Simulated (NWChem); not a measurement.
## Single-point calculation of NSF$_{3}$

NSF$_{3}$, multiplicity 3, computed with SVWN5/def2-SVPD, UKS (NWChem 7.3.0).

The geometry is that of the parent species in another charge or spin state. The geometry comes from this level: PBE0-D4/def2-TZVP.

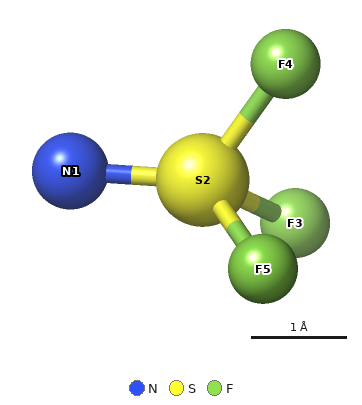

Figure 1. The input geometry (ball-and-stick view, seen at a tilt; atoms are numbered from 1 in the order of the input).

Key numbers

- outcome: converged
- total energy: −748.084181 hartree
- ⟨S²⟩: 2.002
- hardware: 1 thread of Intel Xeon (Granite Rapids), 12 GiB of memory available, shared host
- wall time: 65 s
- peak memory: 0.12 GiB

Input file
```
start nw
title "F3NS"
memory total 2200 mb
charge 0

geometry units angstrom noautosym nocenter noautoz
 N    -0.349630   -0.004150    1.591380
 S    -0.047340   -0.000560    0.215490
 F     1.023370   -0.939300   -0.408980
 F    -1.108620   -0.317610   -0.875740
 F     0.482210    1.261610   -0.522150
end

basis spherical bse
 * library def2-SVPD
end

dft
 xc slater vwn_5
 mult 3
 grid fine
 convergence energy 1e-08
 maxiter 100
 mulliken
 print low
end

task dft energy
```

Command:
```bash
nwchem nw.nw > nw.out
```

The program's output
```
Northwest Computational Chemistry Package (NWChem) 7.3.0
             --------------------------------------------------------

           Job information
           ---------------

    nwchem branch   = 7.3.0
    use scalapack   = T
    input           = nw.nw
    prefix          = nw.
    data base       = ./nw.db
    status          = startup
    nproc           =        1

           Memory information
           ------------------

    heap     =     72089598 doubles =      550.0 Mbytes
    stack    =     72089595 doubles =      550.0 Mbytes
    global   =    144179200 doubles =     1100.0 Mbytes (distinct from heap & stack)
    total    =    288358393 doubles =     2200.0 Mbytes
    verify   = yes
    hardfail = no

           Directory information
           ---------------------

  0 permanent = .
  0 scratch   = .

                                NWChem Input Module
                                -------------------

                                       F3NS
                                       ----

 Scaling coordinates for geometry "geometry" by  1.889725989
 (inverse scale =  0.529177249)

                             Geometry "geometry" -> ""
                             -------------------------

 Output coordinates in angstroms (scale by  1.889725989 to convert to a.u.)

  No.       Tag          Charge          X              Y              Z
 ---- ---------------- ---------- -------------- -------------- --------------
    1 N                    7.0000    -0.34963000    -0.00415000     1.59138000
    2 S                   16.0000    -0.04734000    -0.00056000     0.21549000
    3 F                    9.0000     1.02337000    -0.93930000    -0.40898000
    4 F                    9.0000    -1.10862000    -0.31761000    -0.87574000
    5 F                    9.0000     0.48221000     1.26161000    -0.52215000

      Atomic Mass
      -----------

      N                 14.003070
      S                 31.972070
      F                 18.998400

 Effective nuclear repulsion energy (a.u.)     284.2267494867

            Nuclear Dipole moment (a.u.)
            ----------------------------
        X                 Y               Z
 ---------------- ---------------- ----------------
     0.6950223213     0.0081069245    -3.1640249145

            XYZ format geometry
            -------------------
     5
 geometry
 N                    -0.34963000    -0.00415000     1.59138000
 S                    -0.04734000    -0.00056000     0.21549000
 F                     1.02337000    -0.93930000    -0.40898000
 F                    -1.10862000    -0.31761000    -0.87574000
 F                     0.48221000     1.26161000    -0.52215000

 ==============================================================================
                                internuclear distances
 ------------------------------------------------------------------------------
       center one      |      center two      | atomic units |  angstroms
 ------------------------------------------------------------------------------
    2 S                |   1 N                |     2.66208  |     1.40871
    3 F                |   2 S                |     2.93828  |     1.55487
    4 F                |   2 S                |     2.93828  |     1.55487
    5 F                |   2 S                |     2.93827  |     1.55487
 ------------------------------------------------------------------------------
                         number of included internuclear distances:          4
 ==============================================================================

 ==============================================================================
                                 internuclear angles
 ------------------------------------------------------------------------------
        center 1       |       center 2       |       center 3       |  degrees
 ------------------------------------------------------------------------------
    1 N                |   2 S                |   3 F                |   122.58
    1 N                |   2 S                |   4 F                |   122.58
    1 N                |   2 S                |   5 F                |   122.58
    3 F                |   2 S                |   4 F                |    93.73
    3 F                |   2 S                |   5 F                |    93.73
    4 F                |   2 S                |   5 F                |    93.73
 ------------------------------------------------------------------------------
                            number of included internuclear angles:          6
 ==============================================================================

 Summary of "ao basis" -> "" (spherical)
 ------------------------------------------------------------------------------
       Tag                 Description            Shells   Functions and Types
 ---------------- ------------------------------  ------  ---------------------
 *                         def2-SVPD                  on all atoms

                                 NWChem DFT Module
                                 -----------------

                                       F3NS

                      Basis "ao basis" -> "ao basis" (spherical)
                      -----
  [basis functions not shown]

 Summary of "ao basis" -> "ao basis" (spherical)
 ------------------------------------------------------------------------------
       Tag                 Description            Shells   Functions and Types
 ---------------- ------------------------------  ------  ---------------------
 N                         def2-SVPD                 8       20   4s2p2d
 S                         def2-SVPD                11       27   5s4p2d
 F                         def2-SVPD                 9       23   4s3p2d

  Caching 1-el integrals
   Time after variat. SCF:      0.3

     ---------------------------------------------
      Total Density - Mulliken Population Analysis
     ---------------------------------------------

    Atom       Charge   Shell Charges
 -----------   ------   -------------------------------------------------------
    1 N    7     7.15   1.99  1.17  0.62 -0.12  2.10  1.34  0.02  0.03
    2 S   16    14.78   2.00  1.99  1.03  0.45  1.04  5.92  1.14  0.74  0.07  0.45 -0.04
    3 F    9     9.36   1.99  1.16  0.77 -0.20  3.42  2.09  0.12  0.00  0.00
    4 F    9     9.34   1.99  1.16  0.77 -0.20  3.40  2.08  0.12  0.00  0.01
    5 F    9     9.38   1.99  1.16  0.77 -0.19  3.43  2.09  0.12  0.00  0.00

     --------------------------------------------
      Spin Density - Mulliken Population Analysis
     --------------------------------------------

    Atom       Charge   Shell Charges
 -----------   ------   -------------------------------------------------------
    1 N    7     0.64   0.00  0.02 -0.02 -0.15  0.47  0.31  0.00  0.01
    2 S   16     1.89   0.00  0.00  0.08  0.52  1.04  0.00  0.06  0.08  0.02  0.08  0.02
    3 F    9    -0.18   0.00  0.02 -0.02 -0.22  0.06  0.01 -0.02  0.00 -0.00
    4 F    9    -0.16   0.00  0.02 -0.02 -0.22  0.08  0.01 -0.02  0.00 -0.00
    5 F    9    -0.20   0.00  0.01 -0.02 -0.22  0.05  0.01 -0.02  0.00 -0.00
   Time prior to 1st pass:      0.3

           Memory utilization after 1st SCF pass:
           Heap Space remaining (MW):       37.14            37142798
          Stack Space remaining (MW):       72.09            72088460

   convergence    iter        energy       DeltaE   RMS-Dens  Diis-err    time
 ---------------- ----- ----------------- --------- --------- ---------  ------
 d= 0,ls=0.0,diis     1   -747.8064145464 -1.03D+03  6.72D-02  7.12D-01     1.7
                                                     1.47D-02  6.60D-01
 d= 0,ls=0.5,diis     2   -746.7850366428  1.02D+00  5.78D-03  3.42D+00     3.0
                                                     4.86D-03  3.24D+00
 d= 0,ls=0.5,diis     3   -747.7829805056 -9.98D-01  3.74D-03  5.34D-01     4.2
                                                     3.01D-03  5.64D-01
 d= 0,ls=0.5,diis     4   -747.9983527692 -2.15D-01  2.07D-03  8.84D-02     5.5
                                                     1.50D-03  1.13D-01
 d= 0,ls=0.5,diis     5   -748.0554073548 -5.71D-02  1.16D-03  7.69D-03     6.8
                                                     8.44D-04  1.35D-02
  Resetting Diis
 d= 0,ls=0.5,diis     6   -748.0681572969 -1.27D-02  1.17D-03  1.49D-03     8.1
                                                     5.82D-04  4.42D-03
 d= 0,ls=0.5,diis     7   -748.0741325786 -5.98D-03  8.61D-04  4.01D-04     9.4
                                                     4.82D-04  2.46D-03
 d= 0,ls=0.5,diis     8   -748.0777194760 -3.59D-03  7.57D-04  9.88D-04    10.7
                                                     3.63D-04  1.52D-03
 d= 0,ls=0.5,diis     9   -748.0800253880 -2.31D-03  6.95D-04  4.18D-04    12.1
                                                     3.18D-04  8.43D-04
 d= 0,ls=0.5,diis    10   -748.0812970069 -1.27D-03  5.32D-04  2.77D-04    13.4
                                                     2.25D-04  9.12D-04
 d= 0,ls=0.5,diis    11   -748.0821095451 -8.13D-04  4.15D-04  2.93D-04    14.7
                                                     1.77D-04  7.88D-04
 d= 0,ls=0.5,diis    12   -748.0825865082 -4.77D-04  2.83D-04  5.71D-04    16.0
                                                     1.45D-04  9.21D-04
 d= 0,ls=0.5,diis    13   -748.0830112252 -4.25D-04  2.21D-04  5.09D-04    17.3
                                                     1.22D-04  7.45D-04
 d= 0,ls=0.5,diis    14   -748.0833538966 -3.43D-04  1.81D-04  3.71D-04    18.6
                                                     1.02D-04  5.24D-04
 d= 0,ls=0.5,diis    15   -748.0835973302 -2.43D-04  1.44D-04  2.59D-04    20.0
                                                     8.63D-05  3.60D-04
 d= 0,ls=0.5,diis    16   -748.0837644238 -1.67D-04  1.15D-04  1.92D-04    21.3
                                                     7.26D-05  2.58D-04
 d= 0,ls=0.5,diis    17   -748.0838863317 -1.22D-04  9.62D-05  1.35D-04    22.6
                                                     6.09D-05  1.81D-04
 d= 0,ls=0.5,diis    18   -748.0839677356 -8.14D-05  7.70D-05  1.05D-04    23.9
                                                     5.11D-05  1.36D-04
 d= 0,ls=0.5,diis    19   -748.0840279366 -6.02D-05  6.29D-05  7.72D-05    25.2
                                                     4.32D-05  9.86D-05
 d= 0,ls=0.5,diis    20   -748.0840718285 -4.39D-05  5.14D-05  5.42D-05    26.6
                                                     3.67D-05  6.95D-05
 d= 0,ls=0.5,diis    21   -748.0841030249 -3.12D-05  4.26D-05  3.83D-05    27.9
                                                     3.10D-05  4.91D-05
 d= 0,ls=0.5,diis    22   -748.0841253695 -2.23D-05  3.38D-05  2.70D-05    29.2
                                                     2.63D-05  3.47D-05
 d= 0,ls=0.5,diis    23   -748.0841412678 -1.59D-05  2.82D-05  1.89D-05    30.5
                                                     2.22D-05  2.45D-05
 d= 0,ls=0.5,diis    24   -748.0841524065 -1.11D-05  2.26D-05  1.39D-05    31.8
                                                     1.89D-05  1.77D-05
 d= 0,ls=0.5,diis    25   -748.0841604440 -8.04D-06  1.92D-05  9.98D-06    33.2
                                                     1.60D-05  1.27D-05
 d= 0,ls=0.5,diis    26   -748.0841662010 -5.76D-06  1.53D-05  7.35D-06    34.5
                                                     1.36D-05  9.26D-06
 d= 0,ls=0.5,diis    27   -748.0841702721 -4.07D-06  1.24D-05  5.65D-06    35.8
                                                     1.16D-05  6.92D-06
 d= 0,ls=0.5,diis    28   -748.0841732120 -2.94D-06  1.04D-05  4.39D-06    37.1
                                                     9.89D-06  5.25D-06
 d= 0,ls=0.5,diis    29   -748.0841754102 -2.20D-06  8.32D-06  3.23D-06    38.4
                                                     8.48D-06  3.82D-06
 d= 0,ls=0.5,diis    30   -748.0841770293 -1.62D-06  6.84D-06  2.36D-06    39.8
                                                     7.24D-06  2.78D-06
 d= 0,ls=0.5,diis    31   -748.0841782093 -1.18D-06  5.46D-06  1.73D-06    41.1
                                                     6.18D-06  2.04D-06
 d= 0,ls=0.5,diis    32   -748.0841790642 -8.55D-07  4.47D-06  1.30D-06    42.4
                                                     5.32D-06  1.51D-06
 d= 0,ls=0.5,diis    33   -748.0841797075 -6.43D-07  3.70D-06  9.29D-07    43.7
                                                     4.56D-06  1.09D-06
 d= 0,ls=0.5,diis    34   -748.0841801776 -4.70D-07  3.21D-06  6.56D-07    45.0
                                                     3.92D-06  7.80D-07
 d= 0,ls=0.5,diis    35   -748.0841805261 -3.49D-07  2.48D-06  4.44D-07    46.3
                                                     3.35D-06  5.42D-07
 d= 0,ls=0.5,diis    36   -748.0841807702 -2.44D-07  2.16D-06  3.19D-07    47.6
                                                     2.87D-06  3.93D-07
 d= 0,ls=0.5,diis    37   -748.0841809479 -1.78D-07  1.70D-06  2.36D-07    49.0
                                                     2.46D-06  2.91D-07
 d= 0,ls=0.5,diis    38   -748.0841810757 -1.28D-07  1.44D-06  1.80D-07    50.3
                                                     2.12D-06  2.19D-07
 d= 0,ls=0.5,diis    39   -748.0841811700 -9.43D-08  1.19D-06  1.39D-07    51.6
                                                     1.84D-06  1.67D-07
 d= 0,ls=0.5,diis    40   -748.0841812413 -7.14D-08  1.01D-06  1.06D-07    53.0
                                                     1.59D-06  1.26D-07
 d= 0,ls=0.5,diis    41   -748.0841812947 -5.34D-08  8.57D-07  8.02D-08    54.3
                                                     1.38D-06  9.46D-08
 d= 0,ls=0.5,diis    42   -748.0841813352 -4.05D-08  7.36D-07  5.97D-08    55.6
                                                     1.20D-06  7.01D-08
 d= 0,ls=0.5,diis    43   -748.0841813656 -3.04D-08  6.08D-07  4.52D-08    56.9
                                                     1.05D-06  5.25D-08
 d= 0,ls=0.5,diis    44   -748.0841813886 -2.30D-08  5.11D-07  3.44D-08    58.2
                                                     9.20D-07  3.95D-08
 d= 0,ls=0.5,diis    45   -748.0841814060 -1.74D-08  4.46D-07  2.63D-08    59.5
                                                     8.11D-07  3.03D-08
 d= 0,ls=0.5,diis    46   -748.0841814194 -1.34D-08  3.89D-07  2.03D-08    60.8
                                                     7.15D-07  2.30D-08
 d= 0,ls=0.5,diis    47   -748.0841814299 -1.05D-08  3.47D-07  1.51D-08    62.1
                                                     6.38D-07  1.73D-08
 d= 0,ls=0.5,diis    48   -748.0841814381 -8.19D-09  2.84D-07  1.15D-08    63.4
                                                     5.73D-07  1.33D-08

         Total DFT energy =     -748.084181444546
      One electron energy =    -1602.942163779934
           Coulomb energy =      630.900189972662
    Exchange-Corr. energy =      -60.268957123984
 Nuclear repulsion energy =      284.226749486710

 Numeric. integr. density =       49.999999757237

     Total iterative time =     64.4s

     ---------------------------------------------
      Total Density - Mulliken Population Analysis
     ---------------------------------------------

    Atom       Charge   Shell Charges
 -----------   ------   -------------------------------------------------------
    1 N    7     7.09   1.99  1.15  0.62  0.12  2.20  0.98  0.03  0.02
    2 S   16    15.13   2.00  1.98  1.40  0.24  0.21  5.91  1.61  0.93  0.05  0.73  0.07
    3 F    9     9.26   1.99  1.14  0.78  0.01  3.31  1.87  0.13  0.01  0.01
    4 F    9     9.28   1.99  1.14  0.79  0.02  3.32  1.87  0.13  0.01  0.01
    5 F    9     9.25   1.99  1.15  0.78  0.00  3.31  1.86  0.13  0.01  0.01

     --------------------------------------------
      Spin Density - Mulliken Population Analysis
     --------------------------------------------

    Atom       Charge   Shell Charges
 -----------   ------   -------------------------------------------------------
    1 N    7     0.83   0.00  0.04 -0.04  0.01  0.57  0.24  0.00  0.01
    2 S   16     0.97   0.00  0.00  0.15  0.37  0.23  0.00  0.05  0.03  0.01  0.11  0.02
    3 F    9     0.07   0.00  0.02 -0.03 -0.06  0.15  0.01 -0.02  0.00 -0.00
    4 F    9     0.03   0.00  0.02 -0.02 -0.05  0.11  0.01 -0.02  0.00 -0.00
    5 F    9     0.09   0.00  0.02 -0.03 -0.06  0.16  0.02 -0.03  0.00 -0.00

     -------------------------------------------
      Total Density - Lowdin Population Analysis
     -------------------------------------------

    Atom       Charge   Shell Charges
 -----------   ------   -------------------------------------------------------
    1 N    7     7.13   1.98  0.89  0.45  0.22  2.06  1.31  0.04  0.19
    2 S   16    14.90   2.00  1.93  0.58  0.23  0.18  5.78  1.44  0.93  0.17  0.90  0.78
    3 F    9     9.32   1.98  1.02  0.64  0.15  3.18  1.86  0.26  0.01  0.21
    4 F    9     9.35   1.98  1.02  0.64  0.16  3.19  1.87  0.27  0.01  0.21
    5 F    9     9.31   1.98  1.02  0.64  0.15  3.18  1.85  0.26  0.01  0.21

     ------------------------------------------
      Spin Density - Lowdin Population Analysis
     ------------------------------------------

    Atom       Charge   Shell Charges
 -----------   ------   -------------------------------------------------------
    1 N    7     0.85   0.00  0.05 -0.00  0.03  0.54  0.22  0.01  0.01
    2 S   16     0.45   0.00  0.02  0.07  0.03  0.10  0.00  0.04  0.02  0.00  0.12  0.03
    3 F    9     0.24   0.00  0.03  0.00  0.02  0.15  0.02 -0.00  0.00  0.02
    4 F    9     0.19   0.00  0.03  0.00  0.02  0.12  0.01 -0.00  0.00  0.01
    5 F    9     0.27   0.00  0.03  0.00  0.02  0.17  0.02 -0.00  0.00  0.02

     --------------------------
     Expectation value of S2:
     --------------------------
      <S2> =      2.0017 (Exact =     2.0000)

 Task  times  cpu:       64.7s     wall:       64.7s
 Total times  cpu:       64.8s     wall:       64.8s
```

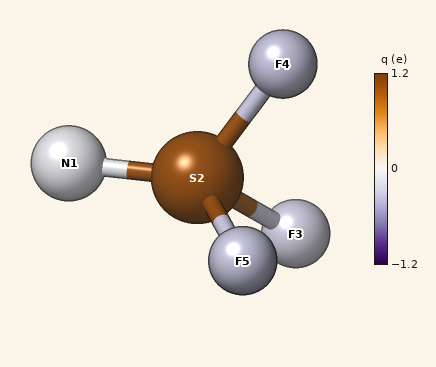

Figure 2. Löwdin charges, as the colour of each atom (ball-and-stick view, seen at a tilt; atoms are numbered from 1 in the order of the input). By element: N −0.13, S +1.10 and F −0.35 to −0.31 e.
